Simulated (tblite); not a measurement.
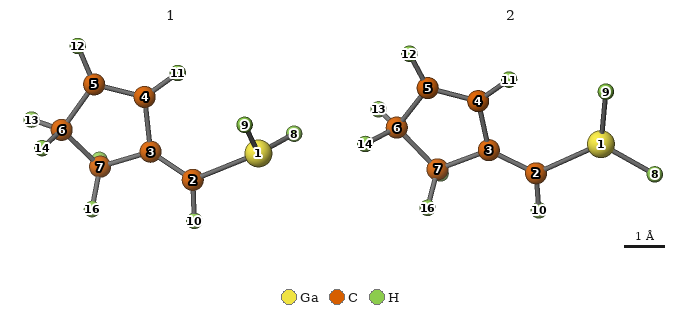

Two geometries of C₆H₉Ga, drawn at one scale. One is the start of a relaxation, the other its converged end. Style: ball-and-stick. Shown at a tilt.

These are results of GFN2-xTB geometry optimisation, gas phase (tblite 0.8.0), not measurements. 

**Which geometry has the lower energy?**

Structure 2 is the relaxed one. The energy falls by 89.5 kJ/mol in 124 geometry steps. The atom that moves furthest after the best rigid fit is an H atom (1.36 Å). Largest moves by element: H 1.36 Å, Ga 0.43 Å, C 0.34 Å. Among the contacts that change: Ga–H 1.423 → 1.580 Å, C–Ga 2.031 → 1.989 Å, C–C 1.304 → 1.343 Å, C–H 1.119 → 1.091 Å. Bond angles that change, for instance: C–Ga–H 103.3° → 120.0°, C–Ga–H 110.1° → 126.8°, H–Ga–H 126.9° → 113.2°. Groups turn about C–C by about 25°, C–C by about 25°. The run took 0.81 s on 1 thread of Arm Neoverse V1, with other jobs on the host.
